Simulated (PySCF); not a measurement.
```yaml
atoms:
  - { symbol: C, position_ang: [2.8827, 1.4679, 0.8887] }
  - { symbol: C, position_ang: [2.3062, 0.4210, 0.7547] }
  - { symbol: Si, position_ang: [1.3747, -1.1752, 0.5435] }
  - { symbol: B, position_ang: [-0.5587, -0.8334, 0.3185] }
  - { symbol: O, position_ang: [-1.3994, -1.7355, 0.8414] }
  - { symbol: C, position_ang: [-1.1086, 0.4324, -0.4385] }
  - { symbol: C, position_ang: [-2.2780, 1.0076, -0.1754] }
  - { symbol: H, position_ang: [3.3998, 2.3774, 1.0079] }
  - { symbol: H, position_ang: [2.0111, -1.8098, -0.6326] }
  - { symbol: H, position_ang: [1.7585, -1.9963, 1.7064] }
  - { symbol: H, position_ang: [-2.3402, -1.5793, 0.7236] }
  - { symbol: H, position_ang: [-0.4795, 0.9006, -1.1882] }
  - { symbol: H, position_ang: [-2.6213, 1.9019, -0.6725] }
  - { symbol: H, position_ang: [-2.9479, 0.6203, 0.5805] }
```

Geometry: GFN2-xTB.

All numbers below come from PBE0/pcSseg-1, SCF density, gas phase, non-relativistic (PySCF 2.14.0).

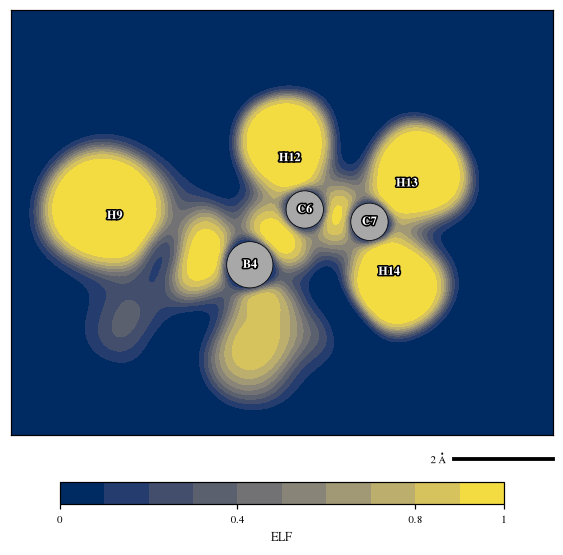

C4H7BOSi. ELF on the plane of atoms C6, C7 and H14. Grey discs cover the atomic cores.

### Interpret the plot.

The plane passes through B, C and H nuclei. C–B (1.57 Å): the ELF peaks at about 1 between the atoms (localised, covalent bonding). C–C (1.33 Å): the ELF peaks at about 0.95 between the atoms; a multiple bond. The ELF also peaks beside O5, away from the bonds: lone-pair regions.
